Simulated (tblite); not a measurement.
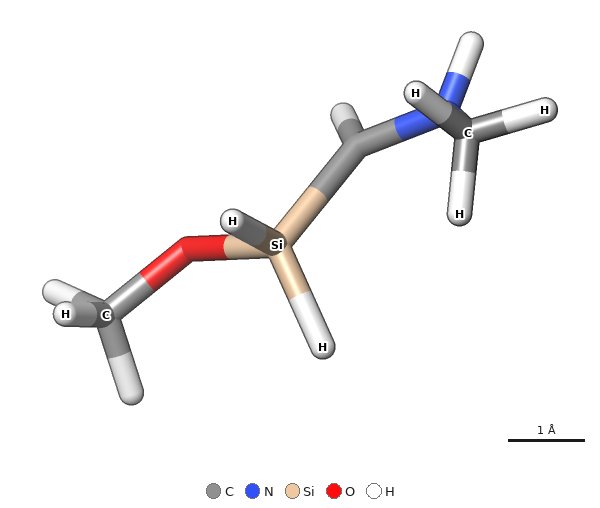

Figure 1. The structure (stick view, seen at a tilt). Bond lengths as drawn: C–H 1.08 to 1.10 Å, C–N 1.37 to 1.44 Å, C–O 1.39 Å, C–Si 1.83 Å, H–N 1.01 Å, H–Si 1.48 Å and O–Si 1.63 Å.

Run report: C$_{3}$H$_{10}$NOSi, frequency calculation

C$_{3}$H$_{10}$NOSi, multiplicity 2, SMILES CN[CH][SiH2]OC, computed with GFN2-xTB harmonic vibrations, gas phase (tblite 0.8.0).

It belongs to a series of runs on one base structure; here: H added to N.

**The input**
```
{"job": {"kind": "ir", "xc": "GFN2-xTB", "basis": "xTB"}, "charge": 0, "multiplicity": 2}
C     -2.685593    -0.001626    -0.081473
N     -1.999559    -0.901418     0.802542
C     -0.651993    -0.773737     1.024554
Si     0.481510     0.199380    -0.036398
O      1.887454    -0.045546     0.753941
C      3.134376     0.417461     0.365914
H     -3.700138    -0.361994    -0.247404
H     -2.732125     1.021093     0.312158
H     -2.155015     0.029530    -1.030692
H     -2.549921    -1.222834     1.587213
H     -0.279325    -1.393613     1.824156
H      0.615455    -0.226046    -1.449481
H      0.192554     1.650113    -0.100714
H      3.472159    -0.086337    -0.544783
H      3.118341     1.494198     0.175061
H      3.844221     0.210321     1.168960
```

The first line tells a small driver script what to run in tblite; the rest is the geometry in Å.

Launch command:
```bash
OMP_NUM_THREADS=1 python <driver script> task.json out
```

**Log**
```
mode    cm-1     km/mol
  1      64.8      0.29
  2      77.4      3.06
  3     106.4      3.46
  4     111.8      1.68
  5     138.7      2.39
  6     214.0      0.65
  7     225.2      1.01
  8     274.0     10.56
  9     400.5    108.65
 10     463.8     17.16
 11     520.9     27.15
 12     581.8    148.12
 13     610.1     39.36
 14     760.1     61.09
 15     779.4    254.58
 16     814.4    181.32
 17     870.2    243.46
 18    1023.3      1.69
 19    1088.9      9.04
 20    1112.6      7.40
 21    1139.7      5.05
 22    1146.9    106.80
 23    1163.6    150.32
 24    1250.4      7.61
 25    1363.7      9.69
 26    1413.8      3.05
 27    1425.4      1.31
 28    1456.1     10.41
 29    1471.5      6.69
 30    1492.3      3.04
 31    1494.5     13.28
 32    1498.9      0.67
 33    2037.1    462.56
 34    2110.2    204.14
 35    2898.5     53.68
 36    2926.4     55.93
 37    2944.1     57.43
 38    2976.9     44.90
 39    3013.4     31.94
 40    3035.1     19.62
 41    3084.8     30.65
 42    3386.7      1.27
```

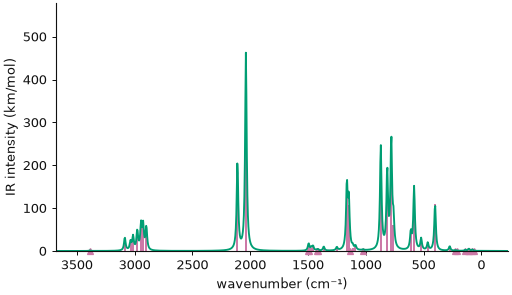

Figure 2. Harmonic infrared spectrum, unscaled: sticks (degenerate modes added up, dark ones marked on the axis) with a Lorentzian envelope of 16 cm⁻¹ full width, scaled to the tallest stick. 42 modes from 65 to 3387 cm⁻¹, none imaginary. The strongest line is at 2037 cm⁻¹ (463 km/mol).

**Summary**

- outcome: converged
- total energy: −550.0476 eV
- zero-point energy: 78.5810 kcal/mol
- hardware: 1 CPU thread, shared host
- peak memory: 0.18 GiB
